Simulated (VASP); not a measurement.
# PmCl with LDA: from relaxation to properties, part 3 of 5

Wanted: the relaxed cell of PmCl and its properties. The cell is invented: it takes the structure of a Materials Project entry for PmI (space group 187 there), with some of its atoms replaced by other elements, volume scaled by an estimate. It may not be a known or stable phase. Left out of this account: 1 further run (relaxation: a spoilt try).

VASP 6.6.1, plane waves and PAW; the level of theory is named at each step.

Still holding for the runs below: Oxides and halides of Pm are often magnetic insulators, and a metal at this level, without U or exact exchange, may be an artefact.

Still holding for the runs below: The cell holds one magnetic atom, so no antiferromagnetic order fits into it. The k-mesh is coarse for a metal. Without U or exact exchange the f electrons of Pm come out too delocalised, which can shrink the cell and pin f bands at the Fermi level.

So far, moment of the cell, from the last line of the log (μB): step 3 (full relaxation (LDA)) 5.23; step 4 (second relaxation) 5.23. The relaxed cell has a = 3.538, c = 4.027 Å (conventional setting).

### Step 5. Single point with fields (LDA)

Level of this step: LDA, spin-polarised from a ferromagnetic start (one magnetic atom a cell); plane waves and PAW (Pm, Cl); invented cell (VASP).

The relaxed cell gets a fresh self-consistent run, on a basis set for its own volume, to fix the density and to check the remaining stress.

The input, INCAR:

```
SYSTEM = PmCl
PREC = Accurate
ENCUT = 450
EDIFF = 1E-06
NELM = 100
ISMEAR = -1
SIGMA = 0.05
LREAL = .FALSE.
ALGO = Normal
GGA = CA
ISPIN = 2
MAGMOM = 4 0
LMAXMIX = 6
LORBIT = 11
LWAVE = .FALSE.
LCHARG = .TRUE.
ISIF = 2
LELF = .TRUE.
LVHAR = .TRUE.
```

The input, POSCAR:

```
PmCl
1.0
    3.5380209137      0.0000000000      0.0000000000
   -1.7690104568      3.0640163969      0.0000000000
    0.0000000000      0.0000000000      4.0269619329
Pm Cl
1 1
Direct
    0.0000000000      0.0000000000      0.0000000000
    0.3333333300      0.6666666700      0.5000000000
```

The input, KPOINTS:

```
Automatic mesh
0
Gamma
7 7 6
0 0 0
```

The projector-augmented-wave data sets are Pm and Cl (PBE family, release 64).

On the command line:

```bash
$ mpirun -np 1 vasp_std
```

Output:

```text
[... set-up lines as in an earlier step ...]
 entering main loop
       N       E                     dE             d eps       ncg     rms          rms(c)
DAV:   1     0.175446156244E+03    0.17545E+03   -0.91667E+03  2184   0.183E+03
DAV:   2     0.955203497450E+01   -0.16589E+03   -0.15661E+03  2714   0.278E+02
DAV:   3    -0.115178974435E+02   -0.21070E+02   -0.20545E+02  3063   0.125E+02
DAV:   4    -0.125851968640E+02   -0.10673E+01   -0.98995E+00  3428   0.247E+01
DAV:   5    -0.126367207086E+02   -0.51524E-01   -0.51179E-01  3408   0.479E+00    0.290E+01
DAV:   6    -0.160093690196E+02   -0.33726E+01   -0.17218E+01  3222   0.370E+01    0.180E+01
DAV:   7    -0.145661110549E+02    0.14433E+01   -0.22991E+01  3247   0.414E+01    0.251E+01
DAV:   8    -0.138460376069E+02    0.72007E+00   -0.14419E+00  3641   0.127E+01    0.104E+01
DAV:   9    -0.136897198755E+02    0.15632E+00   -0.11200E+00  3230   0.938E+00    0.301E+00
DAV:  10    -0.136722607679E+02    0.17459E-01   -0.43012E-02  3760   0.204E+00    0.177E+00
DAV:  11    -0.136760466084E+02   -0.37858E-02   -0.17565E-01  3372   0.209E+00    0.128E+00
DAV:  12    -0.136728144704E+02    0.32321E-02   -0.60480E-03  3342   0.555E-01    0.874E-01
DAV:  13    -0.136737857253E+02   -0.97125E-03   -0.42443E-02  3837   0.138E+00    0.397E-01
DAV:  14    -0.136736782692E+02    0.10746E-03   -0.58960E-03  3717   0.621E-01    0.369E-01
DAV:  15    -0.136734398571E+02    0.23841E-03   -0.23170E-03  3436   0.359E-01    0.972E-02
DAV:  16    -0.136734184245E+02    0.21433E-04   -0.96027E-05  3750   0.619E-02    0.685E-02
DAV:  17    -0.136734155520E+02    0.28724E-05   -0.29987E-04  3449   0.114E-01    0.945E-02
DAV:  18    -0.136734041182E+02    0.11434E-04   -0.18595E-04  3394   0.103E-01    0.448E-02
DAV:  19    -0.136733967934E+02    0.73247E-05   -0.83555E-05  3098   0.636E-02    0.239E-02
DAV:  20    -0.136733994808E+02   -0.26874E-05   -0.19381E-05  2481   0.325E-02    0.883E-03
DAV:  21    -0.136733990424E+02    0.43847E-06   -0.11770E-06  1427   0.989E-03
   1 F= -.13673399E+02 E0= -.13618922E+02  d E =-.108953E+00  mag=     5.2277
```

The job ended after 39 s (1 MPI rank of Intel Xeon Platinum 8375C at 2.90GHz (Ice Lake), shared host; peak memory 0.16 GiB).

From OUTCAR (step 5):

```text
  LATTYP: Found a hexagonal cell.
 ALAT       =     3.5380209137
 C/A-ratio  =     1.1381961925

The static configuration has the point symmetry D_3h.

 Found     32 irreducible k-points:

   NELECT =      22.0000    total number of electrons

 E-fermi :   8.3759

 spin component 1
 k-point     1 :       0.0000    0.0000    0.0000
  band No.  band energies     occupation
    ...
     10       7.6748      1.00000
     11       8.1554      0.98798
     12       8.1554      0.98798
     13       8.2976      0.82710
     14       8.2976      0.82710
     15       8.3849      0.45508
     16       8.4045      0.36061
     17       9.2607      0.00000

 k-point     2 :       0.1429    0.0000    0.0000
  band No.  band energies     occupation
    ...
     10       7.7888      0.99999
     11       8.1462      0.98999
     12       8.1863      0.97795
     13       8.2337      0.94498
     14       8.3113      0.78422
     15       8.4052      0.35741
     16       8.4086      0.34182
     17       9.9296      0.00000

 k-point     3 :       0.2857    0.0000    0.0000
  band No.  band energies     occupation
    ...
     10       7.9299      0.99987
     11       8.1140      0.99471
     12       8.1276      0.99307
     13       8.2667      0.89869
     14       8.3756      0.50115
     15       8.4265      0.26655
     16       8.4604      0.15558
     17      10.1335      0.00000

 k-point     4 :       0.4286    0.0000    0.0000
  band No.  band energies     occupation
    ...
      9       6.5839      1.00000
     10       8.0552      0.99836
     11       8.1079      0.99532
     12       8.1341      0.99212
     13       8.3464      0.64339
     14       8.4140      0.31789
     15       8.4247      0.27371
     16       8.5044      0.07099
     17      10.8358      0.00000

  Total        0.0265838      0.0265838     -0.0006126      0.0000000     -0.0000000     -0.0000000
  in kB        0.9756599      0.9756601     -0.0224834      0.0000000     -0.0000000     -0.0000000
  external PRESSURE =       0.6429455 kB  Pullay stress =       0.0000000 kB

  energy-cutoff  :      450.00
  volume of cell :       43.65
      direct lattice vectors                 reciprocal lattice vectors
     3.538020914  0.000000000  0.000000000     0.282643892  0.163184505  0.000000000
    -1.769010457  3.064016397  0.000000000     0.000000000  0.326369011  0.000000000
     0.000000000  0.000000000  4.026961933     0.000000000  0.000000000  0.248326162

 POSITION                                       TOTAL-FORCE (eV/Angst)
 -----------------------------------------------------------------------------------
      0.00000      0.00000      0.00000         0.000000      0.000000      0.000000
     -0.00000      2.04268      2.01348        -0.000000     -0.000000      0.000000
 -----------------------------------------------------------------------------------
    total drift:                                0.000016     -0.000010     -0.000000

  FREE ENERGIE OF THE ION-ELECTRON SYSTEM (eV)
  ---------------------------------------------------
  free  energy   TOTEN  =       -13.6733990424 eV

  energy  without entropy=      -13.5644458416  energy(sigma->0) =      -13.61892244

[... 8 parts as in an earlier step ...]

[... 9 further parts left out ...]
```

With spin, VASP writes an ELF for each channel.

This step gave:

```yaml
scf_cycles: 21
pressure: 0.06429 GPa
```

Valence electrons inside each PAW sphere by angular momentum. Sphere charges, by row:

```
atom  s (e)  p (e)  d (e)  f (e)  tot (e)
 Pm1  1.996  5.515  0.543  4.502    12.55
 Cl2  1.577  3.497      0      0    5.073
```

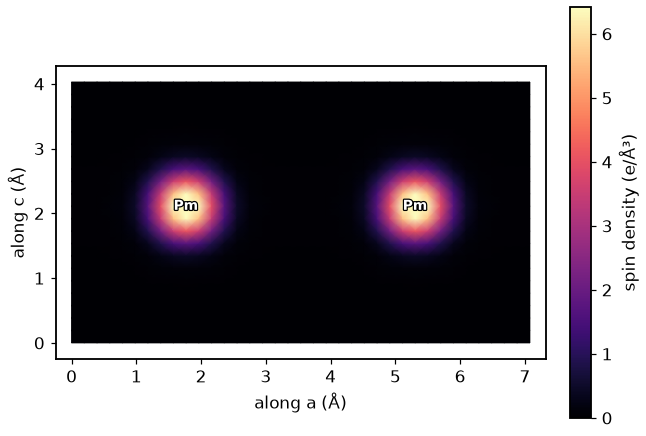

Spin density in the ac plane at fractional y = 0.000, with atoms of Pm within 0.2 Å of it. The map starts off the cell's origin, so that atoms lie inside it.

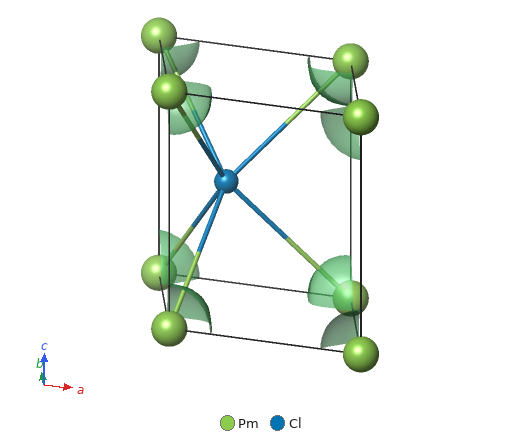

Surface of spin density = 0.66 e/Å³, which holds about 70 % of the integral of its size. Bonds to atoms that aren't drawn are left out.

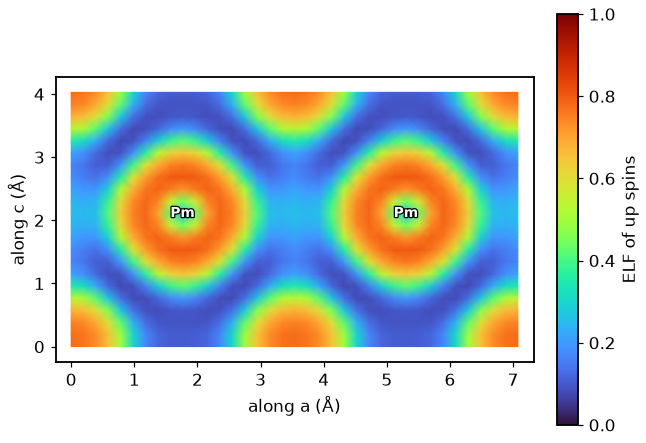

ELF of up spins in the ac plane at fractional y = 0.000, with atoms of Pm within 0.2 Å of it. It is the smooth field of the valence electrons, not physical close to the nuclei. The map starts off the cell's origin, so that atoms lie inside it.

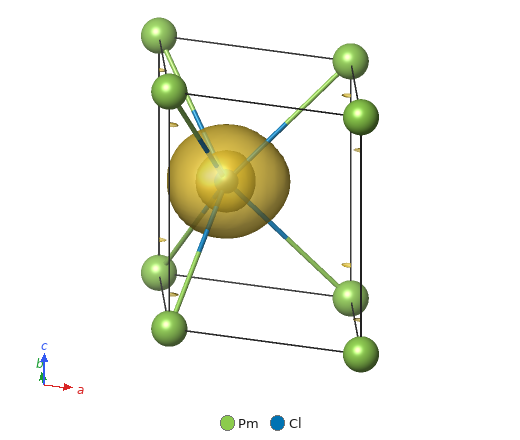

Surface of ELF of up spins = 0.8. Bonds to atoms that aren't drawn are left out.

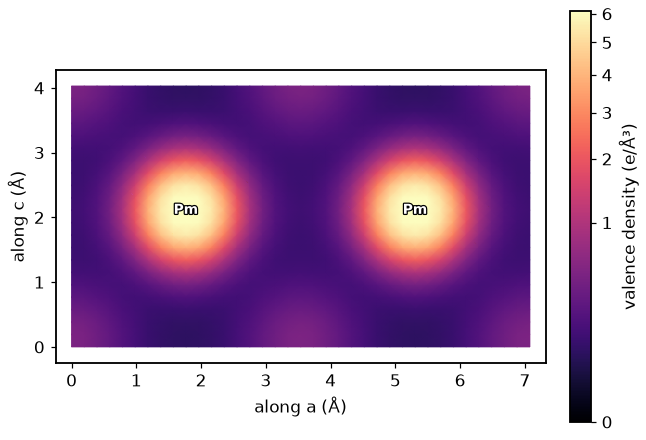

Valence density in the ac plane at fractional y = 0.000, with atoms of Pm within 0.2 Å of it. It is the smooth field of the valence electrons, not physical close to the nuclei. The map starts off the cell's origin, so that atoms lie inside it. The colour scale is stretched toward low values.

In this run the pressure is 0.06 GPa, small enough to go on.

### Step 6. Bands along the symmetry lines (LDA)

This step: LDA, spin-polarised from a ferromagnetic start; plane waves and PAW (Pm, Cl); invented cell (VASP 6.6.1).

Levels along the symmetry lines show where the bands peak and cross; KPOINTS_OPT computes them in the converged potential.

The input, INCAR:

```
SYSTEM = PmCl
PREC = Accurate
ENCUT = 450
EDIFF = 1E-06
NELM = 100
ISMEAR = -1
SIGMA = 0.05
LREAL = .FALSE.
ALGO = Normal
GGA = CA
ISPIN = 2
MAGMOM = 4.653 -0.024
LMAXMIX = 6
LORBIT = 11
LWAVE = .FALSE.
LCHARG = .FALSE.
```

POSCAR is that of step 5.

KPOINTS is that of step 5.

The input, KPOINTS_OPT:

```
Line mode
16
Line-mode
Reciprocal
  0.00000000   0.00000000   0.00000000 GAMMA
  0.50000000   0.00000000   0.00000000 M

  0.50000000   0.00000000   0.00000000 M
  0.33333333   0.33333333   0.00000000 K

  0.33333333   0.33333333   0.00000000 K
  0.00000000   0.00000000   0.00000000 GAMMA

  0.00000000   0.00000000   0.00000000 GAMMA
  0.00000000   0.00000000   0.50000000 A

  0.00000000   0.00000000   0.50000000 A
  0.50000000   0.00000000   0.50000000 L

  0.50000000   0.00000000   0.50000000 L
  0.33333333   0.33333333   0.50000000 H

  0.33333333   0.33333333   0.50000000 H
  0.00000000   0.00000000   0.50000000 A

  0.50000000   0.00000000   0.50000000 L
  0.50000000   0.00000000   0.00000000 M

  0.33333333   0.33333333   0.00000000 K
  0.33333333   0.33333333   0.50000000 H
```

On the command line:

```bash
$ mpirun -np 1 vasp_std
```

Output:

```text
[... set-up lines as in an earlier step ...]
 entering main loop
       N       E                     dE             d eps       ncg     rms          rms(c)
DAV:   1     0.175745844472E+03    0.17575E+03   -0.88857E+03  2184   0.178E+03
DAV:   2     0.967977795750E+01   -0.16607E+03   -0.15643E+03  2698   0.278E+02
DAV:   3    -0.115334298920E+02   -0.21213E+02   -0.20678E+02  3055   0.126E+02
DAV:   4    -0.125938649260E+02   -0.10604E+01   -0.10133E+01  3411   0.252E+01
DAV:   5    -0.126560437069E+02   -0.62179E-01   -0.61653E-01  3469   0.494E+00    0.282E+01
DAV:   6    -0.149787744068E+02   -0.23227E+01   -0.86709E+00  3115   0.294E+01    0.151E+01
DAV:   7    -0.153936426158E+02   -0.41487E+00   -0.23964E+01  3314   0.414E+01    0.315E+01
DAV:   8    -0.139353886077E+02    0.14583E+01   -0.31968E+00  3564   0.180E+01    0.122E+01
DAV:   9    -0.136759889484E+02    0.25940E+00   -0.14271E+00  3415   0.104E+01    0.344E+00
DAV:  10    -0.136723041191E+02    0.36848E-02   -0.39394E-02  3642   0.186E+00    0.187E+00
DAV:  11    -0.136759232605E+02   -0.36191E-02   -0.21386E-01  3414   0.228E+00    0.150E+00
DAV:  12    -0.136731023068E+02    0.28210E-02   -0.69145E-03  3360   0.630E-01    0.855E-01
DAV:  13    -0.136735927640E+02   -0.49046E-03   -0.29539E-02  3678   0.107E+00    0.388E-01
DAV:  14    -0.136734476788E+02    0.14509E-03   -0.18034E-03  3688   0.354E-01    0.312E-01
DAV:  15    -0.136734568992E+02   -0.92204E-05   -0.29394E-03  3420   0.362E-01    0.124E-01
DAV:  16    -0.136734636891E+02   -0.67899E-05   -0.94781E-05  3791   0.773E-02    0.990E-02
DAV:  17    -0.136734051648E+02    0.58524E-04   -0.19787E-04  3387   0.768E-02    0.799E-02
DAV:  18    -0.136733976190E+02    0.75458E-05   -0.32380E-04  3469   0.121E-01    0.524E-02
DAV:  19    -0.136733936060E+02    0.40130E-05   -0.60800E-05  3213   0.580E-02    0.135E-02
DAV:  20    -0.136733993073E+02   -0.57013E-05   -0.24599E-05  2580   0.273E-02    0.120E-02
DAV:  21    -0.136733989600E+02    0.34734E-06   -0.19356E-06  1393   0.142E-02
   1 F= -.13673399E+02 E0= -.13618921E+02  d E =-.108957E+00  mag=     5.2279
 Start KPOINTS_OPT (optional k-point list driver)
k-point batch [1-32\144]
       N       E                     dE             ncg
DAV:   1     0.370973874064E+04   -0.13388E+05     2208
DAV:   2    -0.172210092471E+04   -0.54318E+04     2665
DAV:   3    -0.241004034554E+04   -0.68794E+03     2927
DAV:   4    -0.245869594710E+04   -0.48656E+02     3588
DAV:   5    -0.246092401788E+04   -0.22281E+01     3182
DAV:   6    -0.246104833618E+04   -0.12432E+00     3840
DAV:   7    -0.246105203029E+04   -0.36941E-02     3294
DAV:   8    -0.246105222548E+04   -0.19518E-03     3584
DAV:   9    -0.246105223663E+04   -0.11156E-04     2208
DAV:  10    -0.246105223777E+04   -0.11329E-05     2080
DAV:  11    -0.246105223794E+04   -0.17331E-06     1872
[...]
k-point batch [129-144\144]
       N       E                     dE             ncg
DAV:   1     0.137926154740E+05   -0.11311E+05     1128
DAV:   2     0.112824480388E+05   -0.25102E+04     1339
DAV:   3     0.109803184607E+05   -0.30213E+03     1578
DAV:   4     0.109600937518E+05   -0.20225E+02     1774
DAV:   5     0.109591962541E+05   -0.89750E+00     1648
DAV:   6     0.109591471491E+05   -0.49105E-01     1792
DAV:   7     0.109591461993E+05   -0.94980E-03     1680
DAV:   8     0.109591461495E+05   -0.49827E-04     1744
DAV:   9     0.109591461480E+05   -0.14491E-05     1160
DAV:  10     0.109591461479E+05   -0.13203E-06      856
```

Wall time 1.9 min (1 MPI rank); peak memory 0.19 GiB.

From OUTCAR (step 6):

```text
   NELECT =      22.0000    total number of electrons

 E-fermi :   8.3761

 spin component 1
 k-point     1 :       0.0000    0.0000    0.0000
  band No.  band energies     occupation
    ...
     10       7.6749      1.00000
     11       8.1556      0.98798
     12       8.1556      0.98798
     13       8.2980      0.82672
     14       8.2980      0.82671
     15       8.3850      0.45556
     16       8.4047      0.36066
     17       9.2608      0.00000

 k-point     2 :       0.1429    0.0000    0.0000
  band No.  band energies     occupation
    ...
     10       7.7890      0.99999
     11       8.1464      0.99000
     12       8.1865      0.97796
     13       8.2340      0.94493
     14       8.3117      0.78386
     15       8.4055      0.35708
     16       8.4088      0.34221
     17       9.9297      0.00000

  Total        0.0015107      0.0015107     -0.0243971      0.0000000      0.0000000      0.0000000
  in kB        0.0554445      0.0554445     -0.8954052      0.0000000      0.0000000      0.0000000
  external PRESSURE =      -0.2615054 kB  Pullay stress =       0.0000000 kB

 POSITION                                       TOTAL-FORCE (eV/Angst)
 -----------------------------------------------------------------------------------
      0.00000      0.00000      0.00000        -0.000000     -0.000000      0.000000
     -0.00000      2.04268      2.01348         0.000000      0.000000      0.000000
 -----------------------------------------------------------------------------------
    total drift:                                0.000016     -0.000010     -0.000000

  FREE ENERGIE OF THE ION-ELECTRON SYSTEM (eV)
  ---------------------------------------------------
  free  energy   TOTEN  =       -13.6733989600 eV

  energy  without entropy=      -13.5644424084  energy(sigma->0) =      -13.61892068

[... 10 parts as in an earlier step ...]

[... 13 further parts left out ...]
```

Spin-orbit coupling is off here; with elements this heavy it splits and shifts levels by tenths of an eV or more.

This step gave:

```
pressure : -0.02615 GPa
```

Spin up. The electronic bands at the labelled points (eV, zero at the Fermi level; # counts the bands kept, so #1 is VASP's band 6):

```
    point     #6     #7     #8     #9   #10
        Γ  -0.22  -0.22  -0.08  -0.08  0.01
        M  -0.27  -0.23  -0.02   0.03  0.05
        K  -0.32  -0.30   0.01   0.09  0.09
        Γ  -0.22  -0.22  -0.08  -0.08  0.01
        A  -0.02  -0.02   0.00   0.00  0.03
        L  -0.33  -0.19  -0.02  -0.02  0.00
        H  -0.20  -0.17  -0.12  -0.04  0.08
        A  -0.02  -0.02   0.00   0.00  0.03
jump to L  -0.33  -0.19  -0.02  -0.02  0.00
        M  -0.27  -0.23  -0.02   0.03  0.05
jump to K  -0.32  -0.30   0.01   0.09  0.09
        H  -0.20  -0.17  -0.12  -0.04  0.08
```

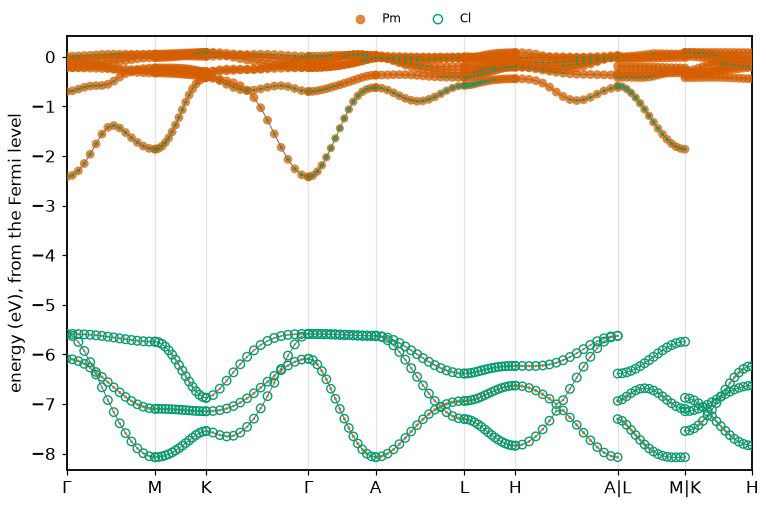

Electronic bands along the path; dots are coloured as in the legend, and their area grows with the weight.

Spin down. Electronic bands along the path, in eV, zero at the Fermi level; # counts the bands kept, so #1 is VASP's band 6:

```
    point     #1     #2     #3     #4    #5    #6    #7
        Γ  -5.86  -5.48  -5.48  -1.57  0.68  2.49  2.49
        M  -7.89  -6.93  -5.63  -1.10  2.11  2.47  2.65
        K  -7.40  -6.99  -6.70   0.86  1.37  1.58  2.22
        Γ  -5.86  -5.48  -5.48  -1.57  0.68  2.49  2.49
        A  -7.78  -5.54  -5.54   0.84  1.84  1.84  2.21
        L  -7.08  -6.66  -6.28   0.37  1.68  2.60  2.68
        H  -7.69  -6.35  -6.03   1.72  2.39  2.52  2.57
        A  -7.78  -5.54  -5.54   0.84  1.84  1.84  2.21
jump to L  -7.08  -6.66  -6.28   0.37  1.68  2.60  2.68
        M  -7.89  -6.93  -5.63  -1.10  2.11  2.47  2.65
jump to K  -7.40  -6.99  -6.70   0.86  1.37  1.58  2.22
        H  -7.69  -6.35  -6.03   1.72  2.39  2.52  2.57
```

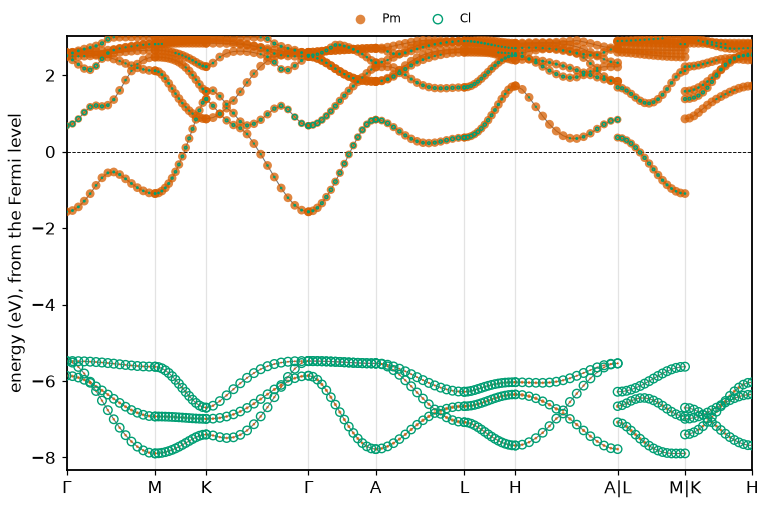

Electronic bands along the path; dots are coloured as in the legend, and their area grows with the weight.

There is no gap at this level.

[end of part 3 of 5]

[Lines on the potential files, build, host, timing and source positions are cut from VASP's logs without a mark.]

[Logs are printed without paths, hosts, clocks, repeated set-up lines and the standing remarks that a program may print on its own settings, such as how far it seeks lower states.]

[Hosts, paths, dates, database ids (printed as entryN), source tags and the programs' standing remarks are cut or masked in the printed files.]

[A measured line is paired with the nearest computed mode of its activity, which favours agreement.]

[In band tables of VASP the shares of atoms and orbitals are scaled to a sum of 1 inside the atoms' spheres.]
